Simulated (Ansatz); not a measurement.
# How many bands does the GW gap of H2CClF (P2_1) need?, part 2 of 2

How do accuracy and time trade against each other in G0W0 on H2CClF (P2_1)?

Ansatz 0.2.0; G0W0 on PBE, plane waves, PAW. Known limits of the many-body steps: not at the basis limit; coarse k mesh.

So far. Step 4 (615 empty bands, screening to 160 eV): Against the run with 4×4×2 mesh, 285 empty bands, screening to 96 eV, the gap moves by +0.05 eV. Step 5 (Changing the k mesh: 2×2×2 mesh, 285 empty bands …): Against the run with 4×4×2 mesh, 285 empty bands, screening to 96 eV, the gap moves by +0.02 eV.

## (6) Changing the frequency model: 4×4×2 mesh, 285 empty bands, screening to 96 eV, plasmon pole

A plasmon pole stands in for the full frequency dependence of the screening; this run shows what that costs in accuracy.

Contents of input.yaml:

```yaml
crystal:
  lattice:
    - [5.0206, 0.0, 0.0]
    - [0.0, 4.1477, 0.0]
    - [-2.1143188253, 0.0, 6.4288463713]
  atoms:
    - { symbol: H, position: [0.2853907074, 0.3914333251, 0.1553547444] }
    - { symbol: H, position: [0.7146092926, 0.8914333251, 0.8446452556] }
    - { symbol: H, position: [0.5708661695, 0.1079278767, 0.2708692269] }
    - { symbol: H, position: [0.4291338305, 0.6079278767, 0.7291307731] }
    - { symbol: C, position: [0.3461441783, 0.1407585261, 0.1942650717] }
    - { symbol: C, position: [0.6538558217, 0.6407585261, 0.8057349283] }
    - { symbol: Cl, position: [0.1665216804, 0.0025228448, 0.3683413112] }
    - { symbol: Cl, position: [0.8334783196, 0.5025228448, 0.6316586888] }
    - { symbol: F, position: [0.2645503672, 0.9578574273, 0.0149998989] }
    - { symbol: F, position: [0.7354496328, 0.4578574273, 0.9850001011] }
kpoints:
  mp_grid: { grid: [4, 4, 2] }
hamiltonian:
  xc: pbe
scf:
  occupations: { method: fixed }
gw:
  n_empty_bands: 285
  ecut_chi: 96
  qp_bands: [v3, c3]
  qp_kpoints: band_edges
  screening: { model: godby_needs }
```

Launch:

```
> ansatz run input.yaml --threads 3 --pin off --max-ram 92160MiB --backend cuda --events-out ev --progress --plain --runs-dir out --devices 1 --max-vram 13GiB  # rebuilt from the run's record
```

Numbers of over 12 decimals in the logs are rounded to 6 here.

The log of the run:

```text
GPUs: using 1 of 1 available (devices: 1).
[...]
GPU FFT provider: cuFFT
GPU libraries: cuBLAS 13.8.2, cuFFT 12.4.0, cuSOLVER 12.3.4
Crystal: 10 atoms, lattice volume = 133.874 Å³
Basis set: ecut = 420 eV, 2603 PW (Γ)
Bands: 30, of which v1, the nominal top of the filled ones, is band 20 counted from 1 (19 counted from 0)
Symmetry: 2 space group operations
[...]
k-points: 18 of 32 (time reversal used)
[...]
1    19     -1.2484   -20.8088     2.6800   -16.0149  0.8243    -3.3886    -3.3622  root
[...]
17    20     -0.6445   -21.8703     2.7268   -17.1246  0.8270    -2.6859    -2.6633  root
    17    21      5.8940    -9.3250    -3.7183   -15.2451  0.8390     8.1201     8.0958  root
    17    22      5.8940    -9.3250    -3.7183   -15.2451  0.8390     8.1201     8.0958  root
    17    23      7.1943    -7.0034    -3.5859   -12.3974  0.8570     9.0196     9.0025  root
[key lines of the parts left out:]
SCF converged after 7 iterations
Free energy (F): -4341.608571 eV
Fermi energy:    -0.638675 eV
```

Run time: 20 s. Hardware: 1 × NVIDIA H100 80GB HBM3 (shared by 6 runs) with 3 threads of AMD EPYC 7R13 (Zen 3), shared host; peak memory 1.7 GiB.

Numbers from this step:

```yaml
bands_summed: 305
plasmon_pole_fit_frequency: 20.30 eV
rpa_eps_infinity_on_this_mesh_eigenvalues: 2.004, 2.029, 2.359
plane_waves_in_the_screening_matrix: 299
g0w0_gap_on_the_mesh: 10.02 eV
k_of_the_valence_top: -0.5, -0.5, 0
k_of_the_conduction_bottom: 0.25, 0, -0.5
starting_gap_on_the_mesh: 5.996 eV
least_direct_g0w0_gap_on_the_computed_points: 10.07 eV
```

Against the run with 4×4×2 mesh, 285 empty bands, screening to 96 eV, the gap moves by +0.04 eV.

## (7) Changing the files: 4×4×2 mesh, 285 empty bands, screening to 96 eV, hard PAW files

Other atomic data (hard PAW) test the pseudisation: the cutoff goes from 420 to 1050 eV, with the same valence electrons.

input.yaml, as its differences from that of step 6:

```diff
@@ -20,2 +20,3 @@
   xc: pbe
+  pseudopotentials: { kind: paw, source: ansatz }
 scf:
@@ -27,2 +28,2 @@
   qp_kpoints: band_edges
-  screening: { model: godby_needs }
+  screening: { model: contour_deformation }
```

The log of the run:

```text
GPUs: using 1 of 1 available (devices: 1).
[...]
GPU FFT provider: cuFFT
GPU libraries: cuBLAS 13.8.2, cuFFT 12.4.0, cuSOLVER 12.3.4
Crystal: 10 atoms, lattice volume = 133.874 Å³
Basis set: ecut = 1050 eV, 10329 PW (Γ)
Bands: 30, of which v1, the nominal top of the filled ones, is band 20 counted from 1 (19 counted from 0)
Symmetry: 2 space group operations
[...]
k-points: 18 of 32 (time reversal used)
[...]
1    19     -1.2332   -20.8041     2.6930   -16.0112  0.8137    -3.3812    -3.3331  root
[...]
17    20     -0.6296   -21.8614     2.7140   -17.1184  0.8192    -2.6976    -2.6586  root
    17    21      5.9112    -9.3137    -3.7884   -15.2358  0.8331     8.0830     8.0450  root
    17    22      5.9112    -9.3137    -3.7884   -15.2358  0.8331     8.0830     8.0450  root
    17    23      7.2098    -6.9815    -3.6312   -12.3769  0.8507     8.9987     8.9739  root
[key lines of the parts left out:]
SCF converged after 9 iterations
Free energy (F): -4341.340236 eV
Fermi energy:    -0.623846 eV
```

Run time: 49 s. Hardware: 1 × NVIDIA H100 80GB HBM3 (shared by 6 runs) with 3 threads; peak memory 2.4 GiB; 81 s of CPU time.

This step gave:

```yaml
bands_summed: 305
rpa_eps_infinity_on_this_mesh_eigenvalues: 2.004, 2.029, 2.359
plane_waves_in_the_screening_matrix: 299
g0w0_gap_on_the_mesh: 9.980 eV
k_of_the_valence_top: -0.5, -0.5, 0
k_of_the_conduction_bottom: 0.25, 0, -0.5
starting_gap_on_the_mesh: 6.000 eV
least_direct_g0w0_gap_on_the_computed_points: 10.03 eV
```

Against the run with 4×4×2 mesh, 285 empty bands, screening to 96 eV, the gap moves by −0.001 eV.

## (8) Convergence and cost

Times are wall times on 1 × NVIDIA H100 80GB HBM3 (shared by 6 runs) with 3 threads of AMD EPYC 7R13 (Zen 3), shared host, good to a factor of about two.

| mesh | files | frequency | bands summed | cutoff (eV) | start (eV) | G0W0 (eV) | time | host memory (GiB) |
| --- | --- | --- | --- | --- | --- | --- | --- | --- |
| 4×4×2 | default PAW | contour deformation | 121 | 48 | 5.996 | 9.986 | 14 s | 1.2 |
| 4×4×2 | default PAW | contour deformation | 305 | 96 | 5.996 | 9.981 | 27 s | 1.5 |
| 4×4×2 | default PAW | contour deformation | 635 | 160 | 5.996 | 10.027 | 59 s | 2.5 |
| 2×2×2 | default PAW | contour deformation | 305 | 96 | 5.994 | 10.003 | 9.6 s | 1.3 |
| 4×4×2 | default PAW | plasmon pole | 305 | 96 | 5.996 | 10.020 | 20 s | 1.7 |
| 4×4×2 | hard PAW | contour deformation | 305 | 96 | 6.000 | 9.980 | 49 s | 2.4 |

How the two edges are built up, in eV (the quasiparticle level is the starting level plus Σx plus Σc less Vxc):

| run | edge | start | Σx | Σc | Vxc | Z | QP |
| --- | --- | --- | --- | --- | --- | --- | --- |
| 121 bands | valence top | -0.64 | -21.87 | 3.00 | -17.12 | 0.83 | -2.39 |
| 121 bands | conduction bottom | 5.52 | -8.18 | -3.22 | -13.47 | 0.85 | 7.59 |
| 305 bands | valence top | -0.64 | -22.02 | 2.75 | -17.24 | 0.82 | -2.66 |
| 305 bands | conduction bottom | 5.36 | -8.75 | -3.67 | -14.39 | 0.84 | 7.32 |
| 635 bands | valence top | -0.64 | -22.02 | 2.49 | -17.24 | 0.82 | -2.92 |
| 635 bands | conduction bottom | 5.36 | -8.75 | -3.89 | -14.39 | 0.84 | 7.10 |

 Where G0W0 reorders the edges (121 bands), the two states listed lie further apart at the start than the starting gap.

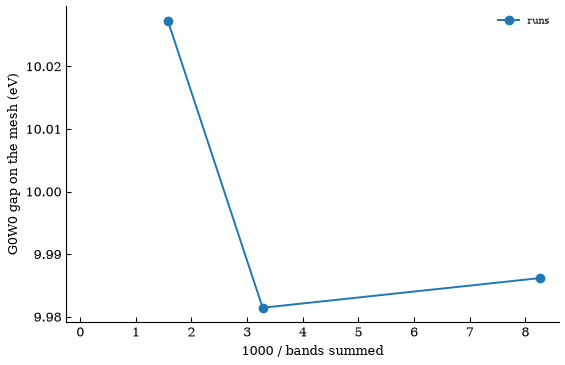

The gap against one over the number of bands.

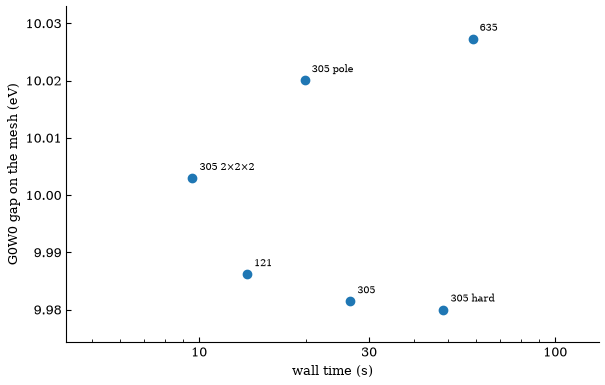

Result against wall time.

## (9) What came out

```yaml
121_bands_48_ev: 9.986 eV
305_bands_96_ev: 9.981 eV
635_bands_160_ev: 10.027 eV
mesh_and_start: 4×4×2, PBE
```

**Reading.** From 121 to 635 bands the gap moves by +0.04 eV while the time grows 4.3-fold. The gap turns back along the series, so no limit is drawn from it. On the 2×2×2 mesh in place of 4×4×2 the gap differs by +0.02 eV, of which −0.002 eV is already in the start. The plasmon-pole model gives +0.04 eV against contour deformation, 1 % of the correction. Hard PAW files move the gap by −0.001 eV at equal bands and cutoff, +0.004 eV of it in the start. The 4×4×2 mesh is coarse for this cell (its supercell is 14 Å along the shortest edge). The RPA ε∞ on it, from the PBE start, is 2.00, 2.02 and 2.34; such meshes misread the long-range screening, most where the gap is narrow.

[Paths, hosts, dates, memory and timing lines, banners, echoed tables and standing remarks are left out of the program output.]

[Logs are printed without paths, hosts, clocks, repeated set-up lines and the standing remarks that a program may print on its own settings, such as how far it seeks lower states.]

[Runs of the session that timed out or met a known fault of the program may be left out.]

[Cells called generated may have been cut or substituted from an entry of the Crystallography Open Database or the Materials Project.]

[Hosts, paths, dates, database ids (printed as entryN), source tags and the programs' standing remarks are cut or masked in the printed files.]
